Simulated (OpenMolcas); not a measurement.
**Exact exchange and the dipole moment of LiCl**

LiCl: 2 atoms, total charge 0, spin state singlet. SMILES: `[Li][Cl]`. The coordinates come from a PBE0-D4/def2-TZVP relaxation.

The dipole moment y, in D, basis cc-pVTZ; a is the functional's share of exact exchange. Programs: OpenMolcas 26.06.

| functional | program | a | y (D) |
| --- | --- | --- | --- |
| revPBE | OpenMolcas | 0 | 6.68 |
| PBE | OpenMolcas | 0 | 6.67 |
| B3LYP | OpenMolcas | 0.2 | 6.79 |
| PBE0 | OpenMolcas | 0.25 | ? |
| BHLYP | OpenMolcas | 0.5 | 6.95 |

Task: Fit y = c + s·a to the known rows and predict PBE0.

Result: 
1. Means of the 4 rows: a = 0.1750, y = 6.772.
2. Σ(Δa)² = 0.1675, Σ(Δa·Δy) = 0.09225, so the slope is 0.09225/0.1675 = 0.55075.
3. Intercept: 6.772 − (0.55075) × 0.1750 = 6.676. The largest residual of the fit is 0.006.
4. PBE0: 6.676 + (0.55075) × 0.25 = 6.81 D.

The run gave 6.85 D, so the prediction is off by -0.04 D, more than the scatter of the fit. More exact exchange makes the molecule more polar here. The rows mix families of semi-local functionals, which the line can't see.

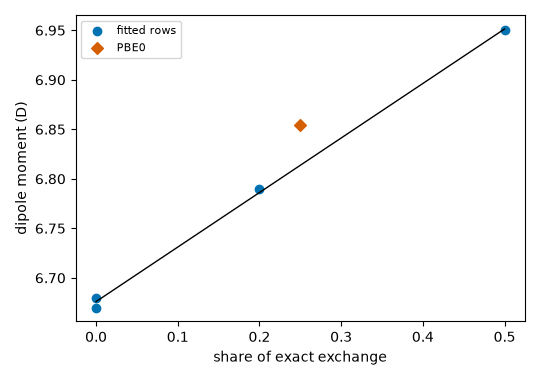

The fitted line, with the withheld row.
